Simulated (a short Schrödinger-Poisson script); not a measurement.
System: MOS inversion layer, Si3N4 on p-type In0.53Ga0.47As, at 400 K.

| layer | material | thickness (nm) | Na (cm⁻³) |
|---|---|---|---|
| 1 | Si3N4 | 1.4 | - |
| 2 | In0.53Ga0.47As | 320 | 4e17 |

Constants are typed, rounded textbook-type inputs, not results; the design itself was drawn at random and stands for no fabricated device. Si3N4: permittivity 7.5, conduction-band edge (eV) 2.41, gap (eV) 5.1, electron mass (mₑ) 0.5. In0.53Ga0.47As: permittivity 13.9, conduction-band edge (eV) 0, gap (eV) 0.74, Nv at 300 K (cm⁻³) 7.7e18.

Channel valleys (confinement mass, in-plane density-of-states mass, number): Γ 0.041, 0.041, 1. At the gate the conduction-band edge of layer 1 lies 2.79 eV − eVg above the Fermi level of the channel; the field vanishes at the back. Gaps are held at their typed values at every temperature. Mesh 0.03 nm at interfaces.

From a short Schrödinger-Poisson script (our own, NumPy): 1D Poisson equation in equilibrium, electrons quantum, Hartree (BenDaniel-Duke, 12 states a valley, the channel's in-plane mass for all, wave functions free to enter the dielectric), parabolic valleys, classical holes, full ionisation, no traps, pinning or gate leakage.

Only gate voltages with over 1e8 electrons/cm² are shown.

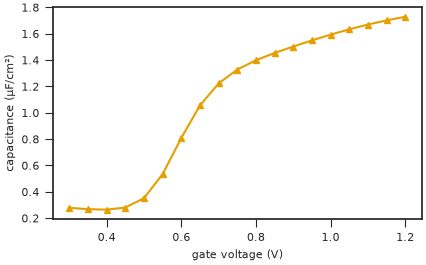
*Quasi-static capacitance against gate voltage*

| Vg (V) | electrons (cm⁻²) | C (μF/cm²) | Γ E0 (meV) | Γ E1 (meV) |
|---|---|---|---|---|
| 0.3 | 2.50e8 | 0.279 | 268.9 | 387.5 |
| 0.35 | 8.59e8 | 0.268 | 226.2 | 350.3 |
| 0.4 | 2.98e9 | 0.265 | 183.1 | 312.3 |
| 0.45 | 1.03e10 | 0.280 | 140.0 | 274.0 |
| 0.5 | 3.46e10 | 0.352 | 97.4 | 236.1 |
| 0.55 | 1.05e11 | 0.535 | 57.2 | 200.4 |
| 0.6 | 2.60e11 | 0.809 | 21.2 | 169.1 |
| 0.65 | 5.10e11 | 1.06 | -9.9 | 142.8 |
| 0.7 | 8.32e11 | 1.22 | -37.5 | 120.2 |
| 0.75 | 1.20e12 | 1.33 | -63.1 | 99.8 |
| 0.8 | 1.60e12 | 1.40 | -87.5 | 80.7 |
| 0.85 | 2.02e12 | 1.45 | -111.3 | 62.6 |
| 0.9 | 2.46e12 | 1.50 | -134.4 | 45.4 |
| 0.95 | 2.92e12 | 1.55 | -157.1 | 29.1 |
| 1 | 3.39e12 | 1.59 | -179.3 | 13.7 |
| 1.05 | 3.87e12 | 1.63 | -201.0 | -0.8 |
| 1.1 | 4.38e12 | 1.67 | -222.3 | -14.5 |
| 1.15 | 4.89e12 | 1.70 | -243.4 | -27.6 |
| 1.2 | 5.41e12 | 1.73 | -264.2 | -40.3 |

Subbands count from the Fermi level.

Above a few 1e12 electrons/cm² a light Γ valley is non-parabolic and upper valleys begin to fill, which the model leaves out.
